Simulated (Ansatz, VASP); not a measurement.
# GdY: VASP beside Ansatz

One calculation is typed for both programs; each brings its own data sets. How far apart do they land? The cell is invented: As first built, before any earlier steps moved the atoms (in the runner's words): it takes the YSb structure with some of its atoms replaced by other elements, volume scaled by an estimate. It may not be a known or stable phase. The cell is taken from a series of VASP runs on this material, whose earlier steps may have relaxed, scaled or displaced it; both programs get it as it stands. Valence electrons are named where the data sets of a main pair hold unlike numbers.

Program: Ansatz 0.2.0. Level of theory: plane waves, with VASP 6.6.1 beside it; band structure at LDA and single point at LDA. Results are calculated unless marked as measured.

## 1. Set-up

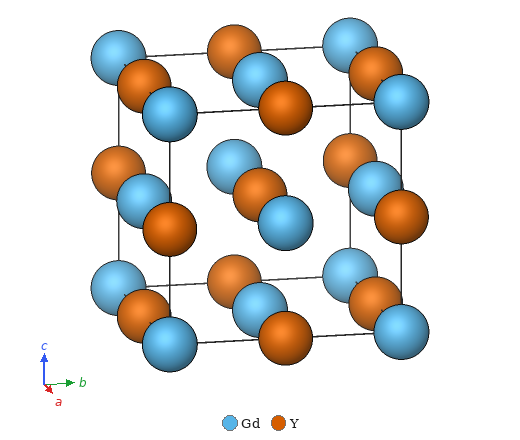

Start, viewed slightly off an axis; gadolinium blue, yttrium orange. This picture shows the conventional cell, with its axes. Some periodic images of atoms are drawn too.

## 2. Ansatz: band structure, LDA

Ansatz runs on its default PAW (the set named soft_2) files.

A single point gives forces, pressure and levels at one fixed geometry, so differences don't come from the geometry; what else differs is listed under the comparison.

Input file input.yaml:

```yaml
crystal:
  lattice:
    - [0.0, 3.1044636274, 3.1044636274]
    - [3.1044636274, 0.0, 3.1044636274]
    - [3.1044636274, 3.1044636274, 0.0]
  atoms:
    - { symbol: Gd, position: [0.0, 0.0, 0.0], spin: 6.958 }
    - { symbol: "Y", position: [0.5, 0.5, 0.5], spin: 0.299 }
hamiltonian:
  xc: lda
  pseudopotentials: { kind: paw }
magnetization:
  spin_polarized: true
kpoints:
  mp_grid: { grid: [6, 6, 6] }
  band_path:
    path:
      - [0.0, 0.0, 0.0]
      - [0.16667, 0.0, 0.16667]
      - [0.33333, 0.0, 0.33333]
      - [0.5, 0.0, 0.5]
      - [0.5, 0.08333, 0.58333]
      - [0.5, 0.18333, 0.68333]
      - [0.5, 0.25, 0.75]
      - [0.45, 0.3, 0.75]
      - [0.40833, 0.34167, 0.75]
      - [0.35, 0.35, 0.7]
      - [0.225, 0.225, 0.45]
      - [0.075, 0.075, 0.15]
      - [0.03333, 0.03333, 0.03333]
      - [0.23333, 0.23333, 0.23333]
      - [0.4, 0.4, 0.4]
      - [0.51667, 0.46667, 0.51667]
      - [0.55833, 0.38333, 0.55833]
      - [0.60833, 0.28333, 0.60833]
      - [0.60833, 0.25, 0.64167]
      - [0.55833, 0.25, 0.69167]
      - [0.51667, 0.25, 0.73333]
      - [0.5, 0.3, 0.7]
      - [0.5, 0.38333, 0.61667]
      - [0.5, 0.48333, 0.51667]
      - [0.475, 0.475, 0.55]
      - [0.425, 0.425, 0.65]
      - [0.38333, 0.38333, 0.73333]
      - [0.59167, 0.18333, 0.59167]
      - [0.55, 0.1, 0.55]
      - [0.5, 0.0, 0.5]
    npoints: 1
scf:
  occupations: { method: methfessel_paxton, width: 0.2 }
  n_extra_bands: 12
output:
  forces: true
  stress: true
  eigenvalues: true
```

Run with:

```sh
> ansatz run input.yaml --threads 2 --pin off --max-ram 4608MiB --backend cpu --events-out ev --progress --plain --runs-dir out
```

Numbers of over 12 decimals in the logs are rounded to 6 here.

The log of the run:

```text
scf.n_extra_bands = 12 over 15 filled bands (N_el = 29.0): the run solves 27 bands
Engine: ansatz 0.2.0, aarch64-unknown-linux-gnu
Pseudopotentials: kind: paw
Pseudopotential: Gd, paw, valence charge 18, recommended cutoff 420 eV (normal), Gd.paw.azcp
Pseudopotential: Y, paw, valence charge 11, recommended cutoff 420 eV (normal), Y.paw.azcp
Functional definition: SPW92
  exchange = slater_x
  correlation = pw_c
Crystal: 2 atoms, lattice volume = 59.840 Å³
Basis set: ecut = 420 eV, 1211 PW (Γ)
Bands: 27, of which v1, the nominal top of the filled ones, is band 15 counted from 1 (14 counted from 0)
Symmetry: 48 space group operations
Space group: Fm-3m (ITA 225), of the structure as read, at distance tolerance 3.9e-5 Å
Magnetic group: BNS 225.116 (UNI 1618), of the structure as read, at distance tolerance 3.9e-5 Å
k-points: 16 of 216
Non-local potential: Gd, projectors of the file, l = 0: 3, l = 1: 2, l = 2: 2, l = 3: 3
Non-local potential: Y, projectors of the file, l = 0: 3, l = 1: 2, l = 2: 2, l = 3: 1
PAW form: soft (Blöchl's): semilocal exchange-correlation on the pseudo side does not see the compensation charge
PAW frozen core: Gd, regenerated for the run's functional, and the local potential with it (the file was generated under x = pbe(κ = 0.804, μ = 0.219515), c = pbe(β = 0.066725))
PAW frozen core: Y, regenerated for the run's functional, and the local potential with it (the file was generated under x = pbe(κ = 0.804, μ = 0.219515), c = pbe(β = 0.066725))
PAW one-centre angular grid: Gd, 590 points (default); XC on 64 Gauss nodes
PAW one-centre angular grid: Y, 590 points (default); XC on 64 Gauss nodes
Initial density: superposition of atomic densities (chi_scale 0.1, normalization cell)
Starting moments: Σ|m| = 7.257 μB on 2 of 2 sites
Initial wavefunctions: pseudopotential atomic-orbital guess
Functional: x = slater, c = lda
iter 1 solved again at ethr=7.01e-4 eV; its pass at ethr=3.10e-3 eV (dr2=2.03e-1 eV) is discarded
SCF iter   1: F=—  HF=-12870.826203 eV  |F-HF|=—  |Δ(HF+E_count)|=         —  Δρ=1.80e-2 (↑6.99e-3 ↓1.80e-2)  dr2=2.00e-1  dr2_m=5.77e-2  M=7.362 μB ∫|m|=7.362 μB  β_m=0.30  ethr=7.01e-4  ⟨swp⟩=1.0  Hψ=4954  notcnv=0
Mixer restart at iter 1: flushing history
preconditioner: auto → Kerker (q_TF=auto, 2.418 Å⁻¹)  [metal: Δε(μ)=0.050 eV  Ē_g=14.643 eV  σ=0.200 eV  W_gap=0.14  n_scr=14 (ndim 8)  ℏωp=24.0 eV  f_vac=0.000  D(μ)=5.67/eV (n_scr^D=64)]
spin=Collinear: Kerker preconditioning applied to the charge; magnetization (m = ρ↑ − ρ↓) channel mixes plain (no charge-response kernel on spin).
SCF iter   2: F=—  HF=-12870.872406 eV  |F-HF|=—  |Δ(HF+E_count)|=   4.62e-2  Δρ=1.54e-2 (↑5.04e-3 ↓1.54e-2)  dr2=1.31e-1  dr2_m=4.19e-2  M=7.406 μB ∫|m|=7.407 μB  β_m=0.52  ethr=6.91e-4  ⟨swp⟩=1.0  Hψ=864  notcnv=0
SCF iter   3: F=—  HF=-12871.021037 eV  |F-HF|=—  |Δ(HF+E_count)|=   1.49e-1  Δρ=5.87e-3 (↑2.75e-3 ↓5.87e-3)  dr2=1.65e-2  dr2_m=8.91e-3  M=7.609 μB ∫|m|=7.610 μB  β_m=0.82  ethr=4.51e-4  ⟨swp⟩=2.0  Hψ=1684  notcnv=0  defer=1
SCF iter   4: F=—  HF=-12871.044726 eV  |F-HF|=—  |Δ(HF+E_count)|=   2.37e-2  Δρ=2.06e-3 (↑2.06e-3 ↓1.94e-3)  dr2=8.12e-3  dr2_m=3.14e-4  M=7.788 μB ∫|m|=7.790 μB  β_m=0.66  ethr=5.69e-5  ⟨swp⟩=2.0  Hψ=1602  notcnv=0  defer=2
SCF iter   5: F=—  HF=-12871.042289 eV  |F-HF|=—  |Δ(HF+E_count)|=   2.44e-3  Δρ=7.09e-4 (↑7.09e-4 ↓5.43e-4)  dr2=3.17e-4  dr2_m=1.59e-4  M=7.816 μB ∫|m|=7.817 μB  β_m=0.79  ethr=2.80e-5  ⟨swp⟩=2.1  Hψ=1512  notcnv=0  defer=3
SCF iter   6: F=—  HF=-12871.043878 eV  |F-HF|=—  |Δ(HF+E_count)|=   1.59e-3  Δρ=3.85e-4 (↑3.85e-4 ↓3.41e-4)  dr2=9.81e-5  dr2_m=6.02e-5  M=7.837 μB ∫|m|=7.838 μB  β_m=0.90  ethr=1.09e-6  ⟨swp⟩=2.0  Hψ=1266  notcnv=0  defer=2
SCF iter   7: F=—  HF=-12871.002284 eV  |F-HF|=—  |Δ(HF+E_count)|=         —  Δρ=5.71e-3 (↑1.32e-3 ↓5.71e-3)  dr2=1.79e-2  dr2_m=5.01e-3  M=7.946 μB ∫|m|=7.947 μB  β_m=0.90  ethr=3.38e-7  ⟨swp⟩=2.0  Hψ=1203  notcnv=0  defer=3
Mixer restart at iter 7: flushing history
iteration 7: the input's own smearing fills from here on; a Gaussian of 0.2 eV has filled iterations ahead of it
SCF iter   8: F=—  HF=-12871.032540 eV  |F-HF|=—  |Δ(HF+E_count)|=   3.03e-2  S|Δr|=    0.00e0  Δρ=2.58e-2 (↑4.24e-3 ↓2.58e-2)  dr2=4.50e-1  dr2_m=7.73e-2  M=7.641 μB ∫|m|=7.642 μB  β_m=0.41  ethr=3.38e-7  ⟨swp⟩=4.1  Hψ=2259  notcnv=0  defer=4  recentre
SCF iter   9: F=—  HF=-12871.001593 eV  |F-HF|=—  |Δ(HF+E_count)|=   3.09e-2  S|Δr|=    0.00e0  Δρ=4.78e-3 (↑1.06e-3 ↓4.78e-3)  dr2=1.29e-2  dr2_m=3.37e-3  M=7.954 μB ∫|m|=7.956 μB  β_m=0.27  ethr=3.38e-7  ⟨swp⟩=4.2  Hψ=2406  notcnv=0  defer=5
SCF iter  10: F=—  HF=-12870.999826 eV  |F-HF|=—  |Δ(HF+E_count)|=   1.77e-3  S|Δr|=    0.00e0  Δρ=2.65e-3 (↑6.82e-4 ↓2.65e-3)  dr2=3.24e-3  dr2_m=1.26e-3  M=7.948 μB ∫|m|=7.949 μB  β_m=0.30  ethr=3.38e-7  ⟨swp⟩=2.2  Hψ=1449  notcnv=0  defer=5
SCF iter  11: F=—  HF=-12870.999529 eV  |F-HF|=—  |Δ(HF+E_count)|=   2.97e-4  S|Δr|=    0.00e0  Δρ=7.21e-4 (↑1.52e-4 ↓7.21e-4)  dr2=3.06e-4  dr2_m=7.17e-5  M=7.959 μB ∫|m|=7.961 μB  β_m=0.55  ethr=3.38e-7  ⟨swp⟩=2.2  Hψ=1420  notcnv=0  defer=5
SCF iter  12: F=—  HF=-12870.999502 eV  |F-HF|=—  |Δ(HF+E_count)|=   2.73e-5  S|Δr|=    0.00e0  Δρ=4.45e-4 (↑8.79e-5 ↓4.45e-4)  dr2=1.16e-4  dr2_m=2.84e-5  M=7.959 μB ∫|m|=7.960 μB  β_m=0.75  ethr=3.38e-7  ⟨swp⟩=1.0  Hψ=829  notcnv=0  defer=5
SCF iter  13: F=—  HF=-12870.999487 eV  |F-HF|=—  |Δ(HF+E_count)|=   1.56e-5  S|Δr|=    0.00e0  Δρ=2.83e-5 (↑2.83e-5 ↓1.95e-5)  dr2=7.32e-7  dr2_m=6.20e-8  M=7.956 μB ∫|m|=7.958 μB  β_m=0.88  ethr=3.38e-7  ⟨swp⟩=2.3  Hψ=1038  notcnv=0  defer=5
SCF iter  14: F=—  HF=-12870.999487 eV  |F-HF|=—  |Δ(HF+E_count)|=   7.36e-7  S|Δr|=    0.00e0  Δρ=8.89e-5 (↑1.52e-5 ↓8.89e-5)  dr2=4.62e-6  dr2_m=1.12e-6  M=7.957 μB ∫|m|=7.958 μB  β_m=0.88  ethr=2.53e-9  ⟨swp⟩=2.2  Hψ=1243  notcnv=0  defer=5
SCF iter  15: F=-12870.999486 eV  HF=-12870.999487 eV  |F-HF|=1.05e-7  |Δ(HF+E_count)|=   6.92e-7  S|Δr|=    0.00e0  Δρ=1.24e-5 (↑1.08e-6 ↓1.24e-5)  dr2=9.05e-8  dr2_m=2.18e-8  M=7.957 μB ∫|m|=7.959 μB  ethr=3.45e-10  ⟨swp⟩=6.6  Hψ=3401  notcnv=0
SCF 1 converged in 15 iterations: F = -12870.999486 eV  dr2 = 9.05e-8
  greatest PAW one-centre occupation: 0.998 electrons in one spin orbital (limit 2), on the Gd atom at site 0 (counted from 0), in its partial waves of l = 0
this state was not tested for a lower state beside it, because cold or Methfessel-Paxton smearing, or corrected tetrahedra, fill the levels in a way that the test cannot read (fill_not_monotonic; see scf.lower_state_search)
NSCF: frozen V_eff on 30 k-points
SCF converged after 15 iterations
Magnetization: 7.9570 μB (18.4785 up, 10.5215 down)
Absolute magnetization: 7.9585 μB (∫|ρ↑−ρ↓|, with the PAW one-centre terms)
Spin contamination: 0.0185 ħ² per cell (⟨S²⟩ above its minimum at these occupations)
Per-site moments (μB) at R_I (Å): [(7.254353, 1.280591), (0.274855, 1.280591)]
Free energy (F): -12870.999486 eV
Harris-Foulkes:  -12870.999487 eV  (|F-HF|=1.05e-7)
Internal energy: -12871.019443 eV  (E = F + TS)
E sigma→0 (E₀):  -12871.004476 eV
Entropy (-TS):   0.019956 eV (9.978 meV/atom)
Fermi energy:    11.733454 eV
--- Per-component energies (eV) ---
  E_band       = -134.376992
  E_kinetic    = 714.188048
  E_local      = -2814.000395  (includes V_loc(G=0)·N_el)
  E_nonlocal   = 352.614252
  E_hartree    = 1115.954074
  E_xc         = -403.793535
  E_vxc        = -452.123978  (∫ρ·V_xc dr)
  E_paw        = -8971.313356  (= ΣΔE_a)
  E_vpaw       = -166.946376  (= ΣTr[D̂ρ^β])
  E_aug_tail   = 0.000002  (compensation charges beyond the density's cutoff)
  E_ewald      = -2866.277153
  E_core_change = 1.608619  (= ΣΔE_core)
  E_smearing   = 0.019956  (= −TS)
  E_closure    = -0.000000  (closes the sum)
  Σ components = -12870.999486   (vs F -12870.999486, Δ=0.00e0)
--- Forces (eV/Å), atoms counted from 1 ---
  atom   1  Gd    -0.00000000     0.00000000    -0.00000000
  atom   2  Y      0.00000000     0.00000000    -0.00000000
  max |Σ_I F_I| component: 2.93e-29 eV/Å
--- Stress (GPa, compression-positive) ---
        0.228322       0.000000      -0.000000
        0.000000       0.228322       0.000000
       -0.000000       0.000000       0.228322
  P = ⅓ Tr σ = 0.2283 GPa (2.283 kbar)
--- Band table (eV; the first three rows and the last of 32) ---
  k-point 0 ↑: bands = [... 11 lower, 7.1862, 7.1975, 7.2354, 7.2354, 7.2354, 10.4712, 10.4712, 10.5771, ... 8 higher]
  k-point 1 ↑: bands = [... 11 lower, 7.2035, 7.2212, 7.2212, 7.2359, 7.4644, 10.5163, 10.8161, 10.8161, ... 8 higher]
  k-point 2 ↑: bands = [... 11 lower, 7.1981, 7.1981, 7.2183, 7.2369, 8.7669, 10.4802, 11.7424, 11.7424, ... 8 higher]
  k-point 15 ↓: bands = [... 11 lower, 11.9224, 12.0890, 12.1292, 12.1431, 12.2325, 12.2414, 12.2883, 12.3802, ... 8 higher]
```

Elapsed: 5 s, on 2 threads of Arm Neoverse V1, shared host; peak memory 0.38 GiB.

Reading the cycles: dr2 is the Hartree energy of the density residual (eV), the measure of convergence; HF is the Harris–Foulkes estimate of the energy, which meets the free energy F at convergence.

(Continued in part 2 of 2.)

[Lines on the potential files, build, host, timing and source positions are cut from VASP's logs without a mark.]

[Logs are printed without paths, hosts, clocks, repeated set-up lines and the standing remarks that a program may print on its own settings, such as how far it seeks lower states.]

[Hosts, paths, dates, database ids (printed as entryN), source tags and the programs' standing remarks are cut or masked in the printed files.]
